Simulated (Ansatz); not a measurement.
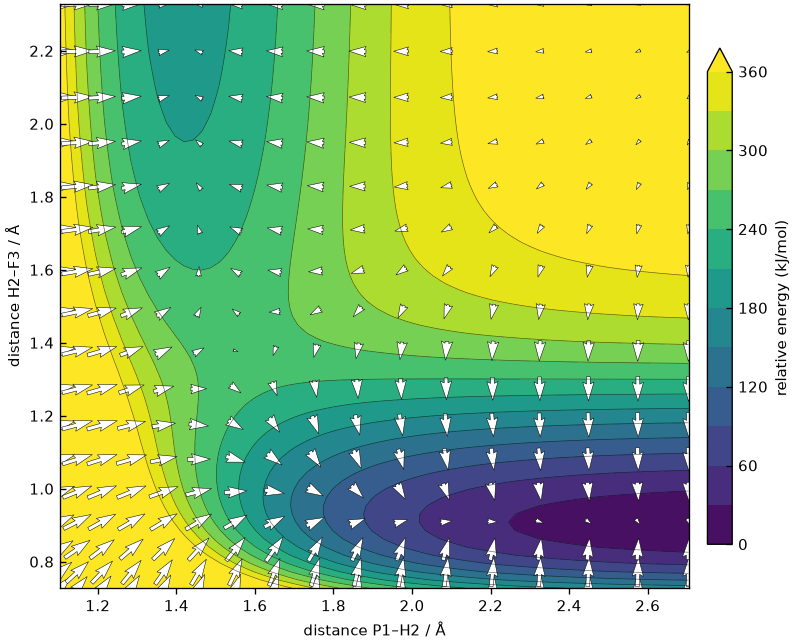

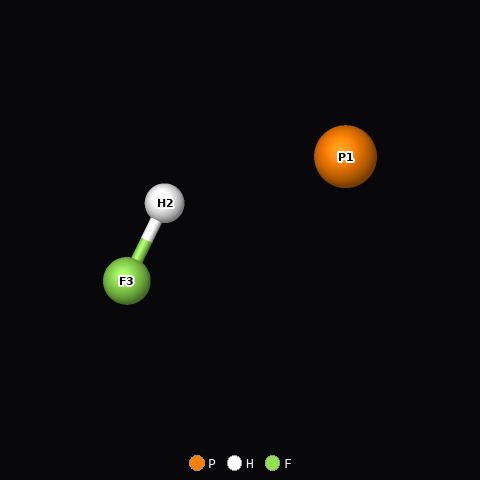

Energy landscape of the system P + HF, spin multiplicity 4. First axis: distance P1–H2. Second axis: distance H2–F3. Nothing is relaxed (the angle P1–H2–F3 is fixed at 120 degrees). Grid: 17 × 17 points. Energies are in kJ/mol, from P far from the relaxed HF (each part in its own basis). In part of the range the unrestricted reference is strongly spin-contaminated. Theory: UHF/aug-cc-pVTZ in Ansatz 0.2.0.

Drawn: filled contours, arrows along the force (downhill), their lengths compressed, one colour for all values above the top of the scale. Between grid points the surface is interpolated. The second picture is the structure at the lowest point.

Summarise what can be read from the map.

Answer. The lowest grid point is at distance P1–H2 = 2.704 Å, distance H2–F3 = 0.910 Å, 7 kJ/mol from P far from the relaxed HF (each part in its own basis). It lies in a valley that leaves the map towards separated partners. The highest grid point, distance P1–H2 = 1.104 Å, distance H2–F3 = 0.728 Å, lies 1220 kJ/mol above the lowest. On the interpolated surface the lowest path from the side where the first distance is long, distance P1–H2 = 2.704 Å, distance H2–F3 = 0.910 Å, to the side where the second distance is long, about distance P1–H2 = 1.42 Å, distance H2–F3 = 2.33 Å, has its top at about distance P1–H2 = 1.55 Å, distance H2–F3 = 1.41 Å, about 250 kJ/mol above the start and 60 kJ/mol above the end.

The values on the grid:

| distance H2–F3 ↓, distance P1–H2 → | 1.104 | 1.211 | 1.368 | 1.551 | 1.754 | 1.972 | 2.205 | 2.449 | 2.704 |
| --- | --- | --- | --- | --- | --- | --- | --- | --- | --- |
| 2.199 | 381 | 265 | 203 | 215 | 272 | 336 | 373 | 390 | 398 |
| 1.949 | 397 | 278 | 214 | 223 | 277 | 336 | 370 | 385 | 392 |
| 1.711 | 427 | 304 | 234 | 238 | 283 | 330 | 358 | 372 | 378 |
| 1.485 | 481 | 349 | 266 | 254 | 279 | 305 | 322 | 331 | 336 |
| 1.274 | 563 | 412 | 300 | 251 | 233 | 226 | 223 | 221 | 221 |
| 1.081 | 668 | 484 | 322 | 219 | 156 | 118 | 96 | 85 | 79 |
| 0.910 | 834 | 605 | 386 | 231 | 130 | 69 | 34 | 16 | 7 |
| 0.772 | 1094 | 828 | 562 | 367 | 238 | 161 | 118 | 95 | 84 |

The table holds every second grid line.

The whole map (289 points run) took 36 min on 1 thread of Arm Neoverse N1, with other jobs on the host.
